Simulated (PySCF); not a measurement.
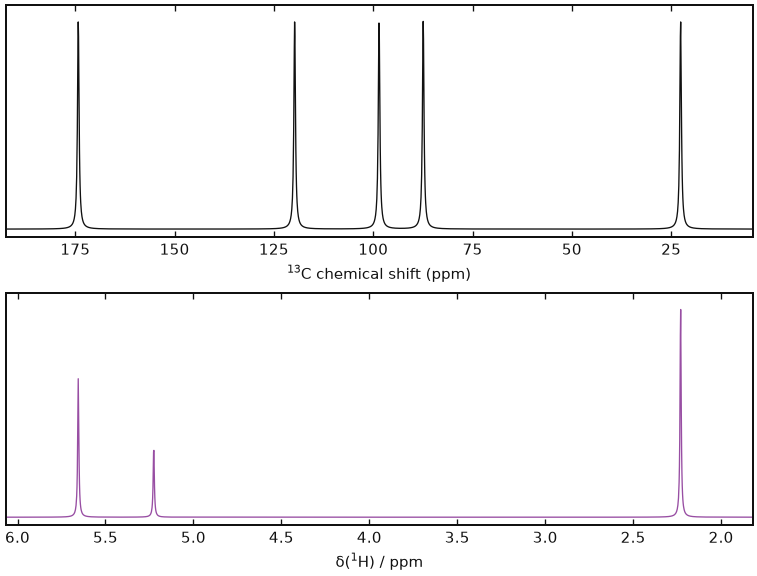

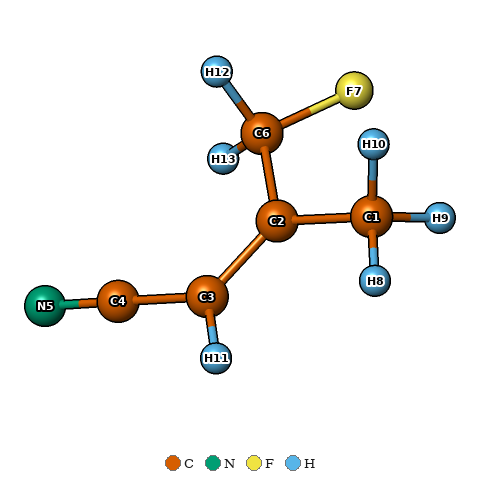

Spectrum and numbered structure of C₅H₆FN, SMILES C/C(=C/C#N)CF. GIAO shifts, PBE0/pcSseg-1 with PySCF 2.14.0, at a GFN2-xTB geometry (no frequency check), against TMS for ¹³C and TMS for ¹H computed at the same level. Gas phase, fully decoupled, line heights follow the number of nuclei, widths are arbitrary (no quadrupolar broadening); values of one conformer, averaged over nuclei that symmetry, rotation about single bonds or inversion at nitrogen exchange, these motions taken as fast; other conformers aren't averaged in.

Assign the ¹³C signals to the numbered atoms.

| δ (ppm) | nuclei | atoms |
| --- | --- | --- |
| 174.2 | 1 | C2 |
| 119.8 | 1 | C4 |
| 98.5 | 1 | C3 |
| 87.4 | 1 | C6 |
| 22.6 | 1 | C1 |

Which ¹H nuclei are the least shielded, and which the most?

Least shielded: H12 and H13 at 5.65 ppm. Most shielded: H8, H9 and H10 at 2.23 ppm.

Note: the tight-binding geometry is rougher than a DFT one and adds to the error.
